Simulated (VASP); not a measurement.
Band structure of Cl (relaxed from the hcp structure, space group P6_3/mmc). Computed with PBEsol GGA, VASP's PBE PAW potentials (set 64) (plane waves; VASP 6.6.1).

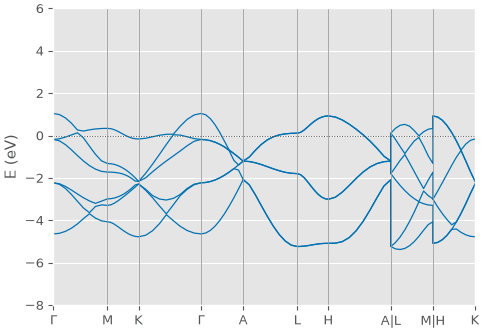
Figure: Bands along high-symmetry lines, zero at the valence-band maximum or, without a gap, the Fermi level

### Question
Read the plot: is there a gap, and where are the band edges?

### Answer
It has no gap at this level: it comes out as a metal or semimetal. (Edges off the drawn lines would not show.)

The structure was generated: Cl was put into the hcp type (P6_3/mmc), which need not be its known phase. It was relaxed first.
